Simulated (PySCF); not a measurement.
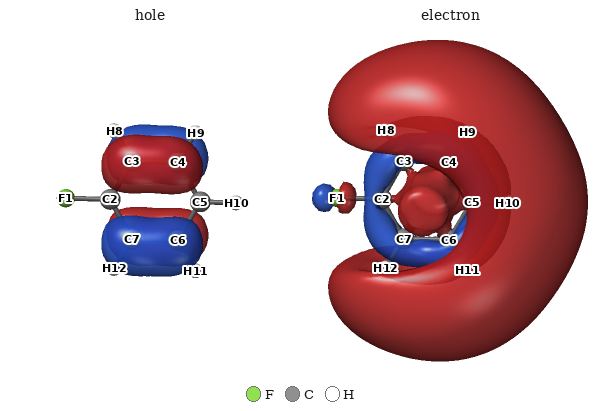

Figure 1: C₆H₅F, SMILES `Fc1ccccc1`. Leading natural transition orbital pair of S₄ (TDA singlet states); the surfaces enclose about 78 % of each orbital's density.

Method: PBE0/6-31+G*; geometry: GFN2-xTB; program: PySCF. No frequency check shows the geometry to be a minimum.

Coordinates in Å:

```
F1       2.2747    0.0001    0.0000
C2       0.9240   -0.0001    0.0000
C3       0.2549   -1.2101    0.0000
C4      -1.1292   -1.2007    0.0000
C5      -1.8196    0.0000    0.0000
C6      -1.1292    1.2007    0.0000
C7       0.2549    1.2101    0.0000
H8       0.8146   -2.1322    0.0000
H9      -1.6687   -2.1357    0.0000
H10     -2.8990    0.0003    0.0000
H11     -1.6687    2.1357    0.0000
H12      0.8146    2.1322    0.0000
```

Give its energy, strength and character.

Answer. 6.98 eV (178 nm), f = 0.000 (dark), π → diffuse (Rydberg-like) orbital; the leading pair carries 99 %; hole on C3, C6 and C7 (21 % each) and C4 (21 %), electron on C4, C5 and C6 (13 % each), H9 and H11 (10 % each) and H10 (9 %) (atom shares of so diffuse an orbital are rough); their centroids lie 1.1 Å apart. In canonical orbitals it is mainly HOMO−1 → LUMO+2 (98 %). The HOMO–LUMO gap is 6.76 eV.

The PySCF run took 5.8 min on 1 thread of AMD EPYC 7R43 64-Core Processor (Zen 3) (shared host), peak memory 0.77 GiB.
